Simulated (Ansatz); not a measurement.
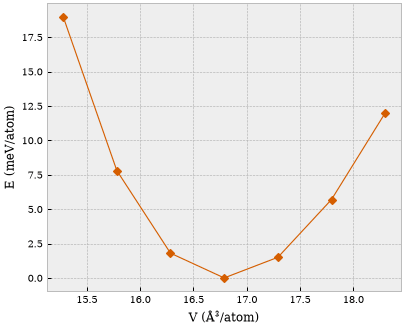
*Cs2TcF6 in space group P-3m1 (No. 164; Tc on 1a, Cs on 2d, F on 6i) under volume change, plane-wave PAW LDA (Ansatz code), shape and atoms relaxed at each volume.*

Problem. What does a third-order Birch–Murnaghan fit give for V₀, B₀ and B′?

Solution. V₀ = 16.79 Å³/atom, B₀ = 35.1 GPa, B′ = 6.5.

The workflow started from an entry of the Crystallography Open Database (COD, 200 K). Its standing as an ambient phase is unchecked. The LDA relaxation kept the symmetry of its start; of distortions, only those at the zone centre were tested. No spin polarisation was allowed. Spin–orbit coupling is left out wherever it is not named.

Potentials: the later of the program's two PAW sets.
